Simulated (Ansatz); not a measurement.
# Lattice dynamics of AlCdBS4 (built on the sites of a database entry of Al2CdS4), part 2 of 3

Aim: the vibrations of AlCdBS4 (built on the sites of a database entry of Al2CdS4), their spectra, and whether the structure is stable.

Ansatz 0.2.0; DFT PBEsol, scalar-relativistic, plane waves, PAW.

So far: Set-up; Rough relaxation; Relaxation. The relaxed cell has a = 5.585, c = 8.997 Å (conventional setting).

The structure was built from a prototype and need not be the compound's stable phase.

### Step 4. Relaxing to small forces for the phonons

Phonons need a cell at rest on their own settings, so the relaxation is repeated with tight tolerances on forces and stress, using the mesh and the filling of the phonon run that follows.

Input file input.yaml:

```yaml
crystal:
  lattice:
    - [-2.7925505263, 2.7925505263, 4.498404163]
    - [2.7925505263, -2.7925505263, 4.498404163]
    - [2.7925505263, 2.7925505263, -4.498404163]
  atoms:
    - { symbol: B, position: [0.75, 0.25, 0.5] }
    - { symbol: Al, position: [0.0, 0.0, 0.0] }
    - { symbol: Cd, position: [0.5, 0.5, 0.0] }
    - { symbol: S, position: [0.4148805173, 0.3396554447, 0.4634433403] }
    - { symbol: S, position: [0.6603445553, 0.1237878956, 1.0752250725] }
    - { symbol: S, position: [0.8762121044, 0.951437177, 0.5365566597] }
    - { symbol: S, position: [0.048562823, 0.5851194827, -0.0752250725] }
kpoints:
  mp_grid: { grid: [8, 8, 8] }
hamiltonian:
  xc: pbesol
scf:
  occupations: { method: fixed }
output:
  forces: true
  stress: true
  eigenvalues: true
  write_density: true
  write_potential: true
  elf: true
  volumetric_format: npy
relax:
  adjacent_minimum: "off"
  f_tol: 0.001
  max_steps: 60
  cell: { stress_tol: 0.01 }
```

Run with:

```bash
$ ansatz run input.yaml --threads 8 --pin off --max-ram 14336MiB --backend cpu --events-out ev --progress --plain --runs-dir out
```

Numbers of over 12 decimals in the logs are rounded to 6 here.

What it wrote:

```text
[...]
Crystal: 7 atoms, lattice volume = 140.320 Å³
Basis set: ecut = 420 eV, 2711 PW (Γ), exchange–correlation on 90×90×90 points (8 copies of the dense FFT grid, shifted against one another)
Bands: 32, of which v1, the nominal top of the filled ones, is band 25 counted from 1 (24 counted from 0)
Symmetry: 4 space group operations
[...]
k-points: 78 of 512 (time reversal used)
[...]
- [2.793938, -2.793938, 4.494268]
    - [2.793938, 2.793938, -4.494268]
  atoms:
    - { symbol: B, position: [0.75, 0.250000, 0.500000] }
    - { symbol: Al, position: [0, 0, 0] }
    - { symbol: Cd, position: [0.500000, 0.500000, 0] }
    - { symbol: S, position: [0.414911, 0.339595, 0.463392] }
    - { symbol: S, position: [0.660405, 0.123797, 1.075315] }
    - { symbol: S, position: [0.876203, 0.951518, 0.536608] }
    - { symbol: S, position: [0.048482, 0.585089, -0.075315] }
[key lines of the parts left out:]
SCF converged after 4 iterations
Free energy (F): -12405.850151 eV
Fermi energy:    5.268428 eV
P = ⅓ Tr σ = 0.0002 GPa (0.002 kbar)
```

It took 15 s on 8 threads of Intel Xeon Platinum 8488C (Sapphire Rapids), shared host; peak memory 0.83 GiB; 1.9 min of CPU time.

Little changed from the start: no atom moved by 0.005 Å and no cell edge by 0.1 %.

This step gave:

```
pressure           : 1.87e-4 GPa
gap on the k-mesh  : 2.789 eV
direct gap on mesh : 2.866 eV
```

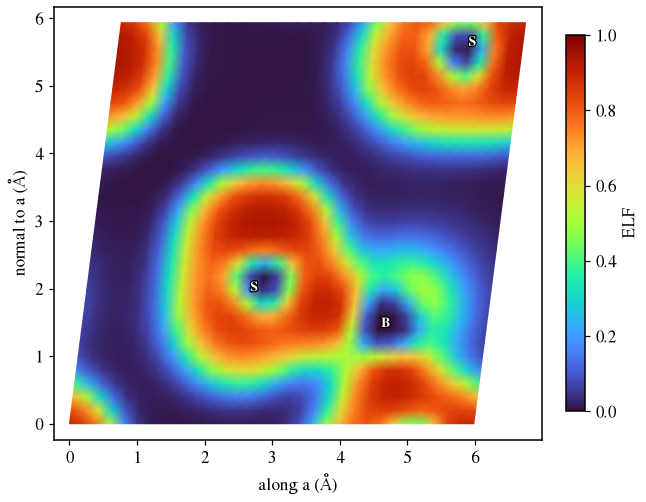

ELF in the ab plane of the cell as run, not the conventional one, at fractional z = 0.500, with atoms of B and S within 0.2 Å of it. It is the smooth field of the valence electrons, not physical close to the nuclei.

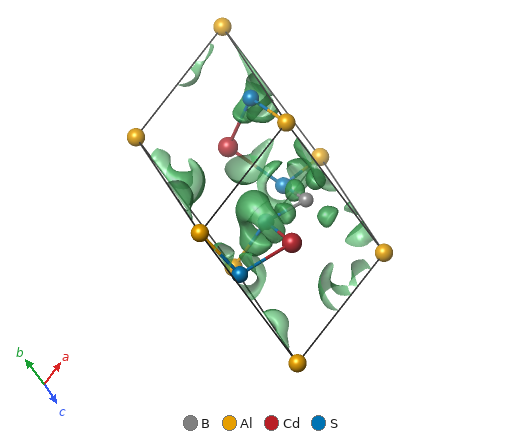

Surface of ELF = 0.85. Drawn on the cell as run, not the conventional one. Bonds to atoms that aren't drawn are left out.

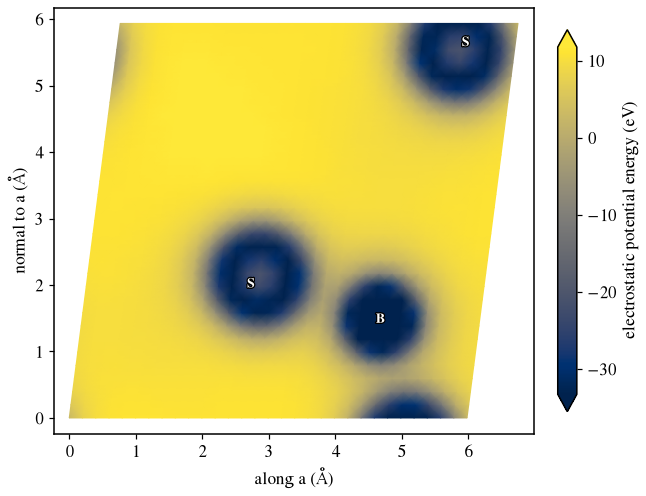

Electrostatic potential energy in the ab plane of the cell as run, not the conventional one, at fractional z = 0.500, with atoms of B and S within 0.2 Å of it. With pseudopotentials it is smooth inside the atoms' cores, unlike the true potential.

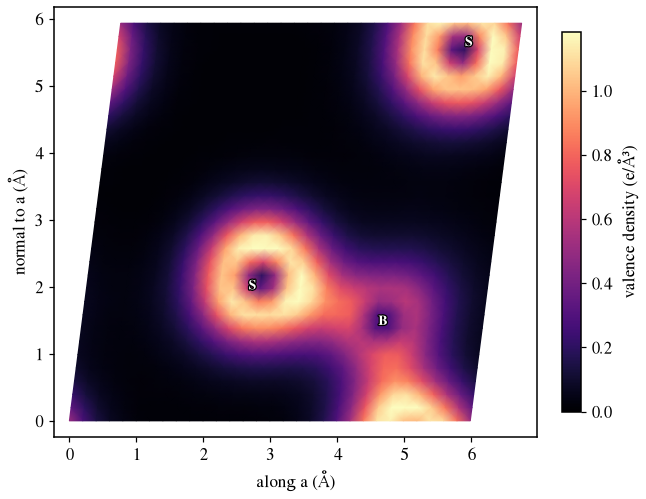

Valence density in the ab plane of the cell as run, not the conventional one, at fractional z = 0.500, with atoms of B and S within 0.2 Å of it. It is the smooth field of the valence electrons, not physical close to the nuclei.

The largest force component left is 0.28 meV/Å and the pressure is 0.000 GPa, within the tolerances set. The cell now holds 20.05 Å³/atom.

### Step 5. Linear response at the zone centre

The zone centre is the only wavevector solved here; it holds the modes that light can see, as far as symmetry allows. The response to a homogeneous field gives the Born charges and the dielectric tensor.

Input file input.yaml:

```yaml
crystal:
  lattice:
    - [-2.7939383714, 2.7939383714, 4.4942677835]
    - [2.7939383714, -2.7939383714, 4.4942677835]
    - [2.7939383714, 2.7939383714, -4.4942677835]
  atoms:
    - { symbol: B, position: [0.75, 0.25, 0.5] }
    - { symbol: Al, position: [0.0, 0.0, 0.0] }
    - { symbol: Cd, position: [0.5, 0.5, 0.0] }
    - { symbol: S, position: [0.4149106134, 0.3395953331, 0.4633924202] }
    - { symbol: S, position: [0.6604046669, 0.1237970871, 1.0753152803] }
    - { symbol: S, position: [0.8762029129, 0.9515181932, 0.5366075798] }
    - { symbol: S, position: [0.0484818068, 0.5850893866, -0.0753152803] }
kpoints:
  mp_grid: { grid: [8, 8, 8] }
hamiltonian:
  xc: pbesol
scf:
  occupations: { method: fixed }
output:
  eigenvalues: true
phonons:
  method: dfpt
  dielectric: true
  rigid_motions: translations
```

What it wrote:

```text
[...]
Crystal: 7 atoms, lattice volume = 140.331 Å³
Basis set: ecut = 420 eV, 2711 PW (Γ), exchange–correlation on 80×80×80 points (8 copies of the dense FFT grid, shifted against one another)
Bands: 32, of which v1, the nominal top of the filled ones, is band 25 counted from 1 (24 counted from 0)
Symmetry: 4 space group operations
k-points: 260 of 512 (irreducible under 1 space group operation, time reversal used)
[...]
SCF iter   1: F=—  HF=-12405.857433 eV  |F-HF|=—  |Δ(HF+E_count)|=         —  Δρ=4.23e-3  dr2=3.12e-2  ethr=1.77e-3  ⟨swp⟩=5.0  Hψ=31438  notcnv=0  defer=1279
[...]
SCF iter  10: F=-12405.850151 eV  HF=-12405.850151 eV  |F-HF|=2.18e-11  |Δ(HF+E_count)|=  3.37e-10  Δρ=9.51e-8  dr2=1.64e-11  ethr=1.00e-12  ⟨swp⟩=14.3  Hψ=54076  notcnv=0
SCF 1 converged in 10 iterations: F = -12405.850151 eV  dr2 = 1.64e-11
[...]
NSCF: frozen V_eff on 3 k-points
DFPT response loops at Γ: preconditioner auto → none (the input reference at scf.mixing.eps_inf says where Resta's filter doesn't serve); β = 0.50; Broyden in place of MSR1
── the response to a field inside a basis, on 8×8×8 k-points: an SCF that follows is theirs, and a resumed run solves both again ──
Bands: 26, of which v1, the nominal top of the filled ones, is band 25 counted from 1 (24 counted from 0)
k-points: 76 of 512 (time reversal used)
[...]
Eigensolver: Dense (76 Hₖ)
SCF iter   1: F=—  HF=-12405.826928 eV  |F-HF|=—  |Δ(HF+E_count)|=         —  Δρ=1.68e-4  dr2=7.57e-6  ethr=1.00e-1
[...]
SCF iter   4: F=-12405.826935 eV  HF=-12405.826935 eV  |F-HF|=5.97e-9  |Δ(HF+E_count)|=   2.62e-8  Δρ=2.48e-6  dr2=1.06e-8  ethr=2.78e-10
SCF 1 converged in 4 iterations: F = -12405.826935 eV  dr2 = 1.06e-8
[...]
SCF converged after 10 iterations
Free energy (F): -12405.850151 eV
[...]
Internal energy: -12405.850151 eV  (E = F + TS)
E sigma→0 (E₀):  -12405.850151 eV
Fermi energy:    5.268429 eV
[...]
--- Band table (eV; the first three rows and the last of 260) ---
  k-point 0: bands = [... 21 lower, 3.8853, 4.9511, 4.9511, 5.1918, 8.0574, 8.6267, 10.2241, 10.7679, ... 3 higher]
  k-point 1: bands = [... 21 lower, 4.0626, 4.5268, 4.8608, 5.0574, 8.4976, 8.8923, 10.4020, 10.6704, ... 3 higher]
  k-point 2: bands = [... 21 lower, 4.3275, 4.3855, 4.7124, 4.7230, 8.9110, 9.6813, 10.2980, 10.4544, ... 3 higher]
  k-point 259: bands = [... 21 lower, 3.7550, 4.1450, 4.8823, 4.8823, 8.8846, 9.2795, 9.2795, 9.3977, ... 3 higher]
--- Phonons (Γ-DFPT): 9 representative perturbations + reference, on 260 of 512 k-points (Σ response iterations 29) ---
  k mesh reduced under 1 symmetry operation, with k and −k counted as one. Each operation leaves every solved perturbation unchanged. A smaller set is not considered because the run solves the response to a homogeneous field
  ASR residual: 4.252e-5 → 0.000e0 eV/Å²; symmetrization residual: 2.187e-6 eV/Å²
  ASR residual per site (eV/Å²): 2.79e-5 8.72e-6 4.25e-5 5.84e-6 5.84e-6 5.84e-6 5.84e-6
  Γ frequencies (cm⁻¹): 0.00 0.00 0.00 90.81 90.81 100.42 186.70 186.70 214.55 260.06 304.42 304.42 312.77 317.37 407.82 433.97 433.97 444.97 579.72 658.49 658.49
  ε∞ (high-frequency dielectric tensor):
        5.728867    -0.000000    -0.000000
       -0.000000     5.728867     0.000000
       -0.000000     0.000000     5.641625
  ε⁰ (static dielectric tensor: ions relaxed, cell fixed):
        9.111878    -0.000000     0.000000
       -0.000000     9.111878     0.000000
        0.000000     0.000000     8.013879
  ε⁰ − ε∞ (ionic part):
        3.383010    -0.000000     0.000000
       -0.000000     3.383010     0.000000
        0.000000     0.000000     2.372254
  softest optical mode at Γ: 90.81 cm⁻¹; the repairs (sum rule, projections) moved no ω² at Γ by more than (1.37 cm⁻¹)²
  Born effective charges Z* (e; rows j = field, columns β = displacement):
    site 0:
         1.82141    0.01390    0.00000
        -0.01390    1.82141    0.00000
         0.00000   -0.00000    1.57143
    site 1:
         2.78786   -0.39257    0.00000
         0.39257    2.78786    0.00000
        -0.00000   -0.00000    2.50237
    site 2:
         2.29714    0.17814    0.00000
        -0.17814    2.29714    0.00000
         0.00000   -0.00000    2.09174
    site 3:
        -1.57913   -0.14162    0.22292
        -0.24188   -1.87407   -0.55171
         0.30439   -0.42519   -1.54139
    site 4:
        -1.87407    0.24188    0.55171
         0.14162   -1.57913    0.22292
         0.42519    0.30439   -1.54139
    site 5:
        -1.57913   -0.14162   -0.22292
        -0.24188   -1.87407    0.55171
        -0.30439    0.42519   -1.54139
    site 6:
        -1.87407    0.24188   -0.55171
         0.14162   -1.57913   -0.22292
        -0.42519   -0.30439   -1.54139
  Z* charge neutrality: 3.790e-3 e pre-enforcement
  solved inside a basis spanned on kpoints, on 8×8×8 k-points, its susceptibility summed on 10×10×12: ε∞ is read to err by 1.6e-2, Z* by 2.2e-2 e (field_mesh: kpoints solves on kpoints); Z* is corrected for what the basis lacks
  optical modes at Γ without the LO–TO term, one row a degenerate level:
      ω (cm⁻¹)  modes    IR ((D/Å)²/amu)
         90.81      2             1.7095
        100.42      1             0.3534
        186.70      2             1.5913
        214.55      1             0.0000
        260.06      1             2.5453
        304.42      2             3.8325
        312.77      1             0.0000
        317.37      1             3.4787
        407.82      1             0.0000
        433.97      2            18.5149
[...]
optical modes at Γ + LO–TO along q̂ = [1.0000, 0.0000, 0.0000]:
      ω (cm⁻¹)  modes    IR ((D/Å)²/amu)
[...]
optical modes at Γ + LO–TO along q̂ = [0.0000, 1.0000, 0.0000]:
      ω (cm⁻¹)  modes    IR ((D/Å)²/amu)
[...]
optical modes at Γ + LO–TO along q̂ = [0.0000, 0.0000, 1.0000]:
      ω (cm⁻¹)  modes    IR ((D/Å)²/amu)
[...]
103.84      1             0.1900
        186.70      2             1.5913
        214.55      1             0.0000
        268.69      1             1.0852
        304.42      2             3.8325
        312.77      1             0.0000
        330.82      1             2.8645
        407.82      1             0.0000
        433.97      2            18.5149
        460.15      1             4.8115
        599.95      1            10.1971
        658.49      2            22.7797
```

Elapsed: 2.7 min, on 8 threads; peak memory 4.8 GiB; 20 min of CPU time.

In the SCF lines HF is the Harris–Foulkes energy and dr2 the Hartree energy of the density residual, in eV; the loop may stop once dr2 is under the threshold and the program's other checks hold. Hψ counts applications of the Hamiltonian.

This step gave:

| Property | Result |
| --- | --- |
| sum-rule residual before enforcement | 4.25e-5 eV/Å² |
| miss of the charge sum rule | 0.003790 e |
| estimated error of the dielectric tensor | 0.01620 |
| estimated error of the Born charges | 0.02244 e |
| point group | -4 |
| highest optical mode at the zone centre (no LO-TO term) | 658.5 cm⁻¹ |
| lowest optical zone-centre mode | 90.81 cm⁻¹ |
| mean high-frequency dielectric constant | 5.700 |
| largest Born charge (third of the trace) | 2.693 e |
| mean static dielectric constant | 8.746 |
| top of the zone-centre spectrum with the field | 683.8 cm⁻¹ |

Without the LO-TO term. Patterns of degenerate modes are one choice out of their space. The modes at Γ (shares of kinetic energy by element, %):

```
mode  frequency (cm⁻¹)  symmetry  B %  Al %  Cd %  S %
   1               0.0  acoustic    4    10    40   46
   2               0.0  acoustic    4    10    40   46
   3               0.0  acoustic    4    10    40   46
   4              90.8         E    3     4    34   60
   5              90.8         E    3     4    34   60
   6             100.4         B    2    19    53   27
   7             186.7         E    3    18    19   59
   8             186.7         E    3    18    19   59
   9             214.6         A    0     0     0  100
  10             260.1         B    3    14     2   81
  11             304.4         E    5    21     6   69
  12             304.4         E    5    21     6   69
  13             312.8         A    0     0     0  100
  14             317.4         B    4    14     5   77
  15             407.8         A    0     0     0  100
  16             434.0         E    0    47     0   53
  17             434.0         E    0    47     0   53
  18             445.0         B    0    43     0   57
  19             579.7         B   87     1     0   12
  20             658.5         E   86     0     0   14
  21             658.5         E   86     0     0   14
```

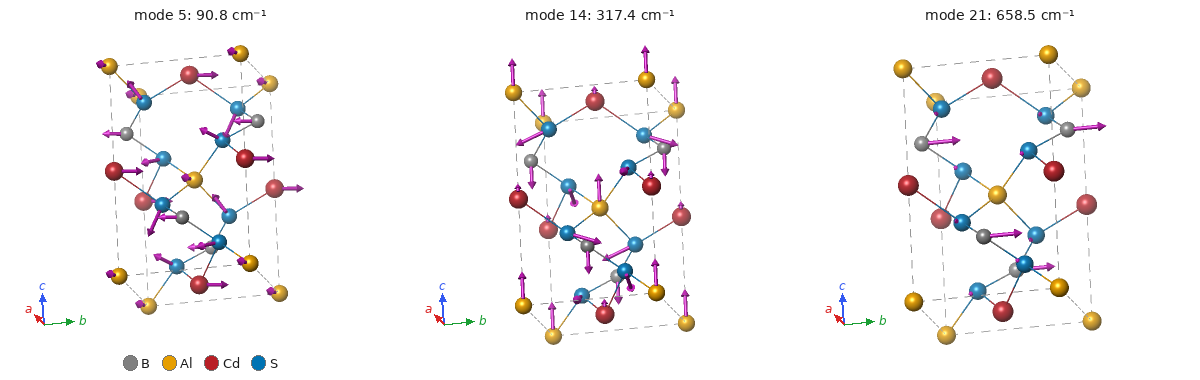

Displacement patterns of modes 5, 14 and 21 at Γ; arrows are exaggerated. Bonds to atoms that aren't drawn are left out. Some periodic images of atoms are drawn too.

Optical modes at the zone centre, without and with the macroscopic field of the longitudinal modes; each column is sorted by frequency, so a row need not hold one and the same mode. Modes with and without the field, by row:

```
rank among optical modes  no field (cm⁻¹)  q along (1, 0, 0) (cm⁻¹)  q along (0, 0, 1) (cm⁻¹)
                       1             90.8                      90.8                      90.8
                       2             90.8                      99.6                      90.8
                       3            100.4                     100.4                     103.8
                       4            186.7                     186.7                     186.7
                       5            186.7                     191.2                     186.7
                       6            214.6                     214.6                     214.6
                       7            260.1                     260.1                     268.7
                       8            304.4                     304.4                     304.4
                       9            304.4                     310.8                     304.4
                      10            312.8                     312.8                     312.8
                      11            317.4                     317.4                     330.8
                      12            407.8                     407.8                     407.8
                      13              434                       434                       434
                      14              434                       445                       434
                      15              445                     459.7                     460.1
                      16            579.7                     579.7                       600
                      17            658.5                     658.5                     658.5
                      18            658.5                     683.8                     658.5
```

Born charge (rows field, columns displacement) (e), principal values of the symmetric part by kind of site:

```
atom  atoms with these values    low  middle   high   mean
  B1                        1   1.57    1.82   1.82   1.74
 Al2                        1   2.50    2.79   2.79   2.69
 Cd3                        1   2.09    2.30   2.30   2.23
  S4                        4  -2.22   -1.76  -1.01  -1.66
```

In full for B1:

```
 1.82  0.01  0.00
-0.01  1.82  0.00
 0.00  0.00  1.57
```

High-frequency dielectric tensor:

```
5.73 0.00 0.00
0.00 5.73 0.00
0.00 0.00 5.64
```

Static dielectric tensor (ions relaxed, fixed cell):

```
9.11 0.00 0.00
0.00 9.11 0.00
0.00 0.00 8.01
```

(Part 2 of 3 ends here.)

[Logs are printed without paths, hosts, clocks, repeated set-up lines and the standing remarks that a program may print on its own settings, such as how far it seeks lower states.]

[Hosts, paths, dates, database ids (printed as entryN), source tags and the programs' standing remarks are cut or masked in the printed files.]
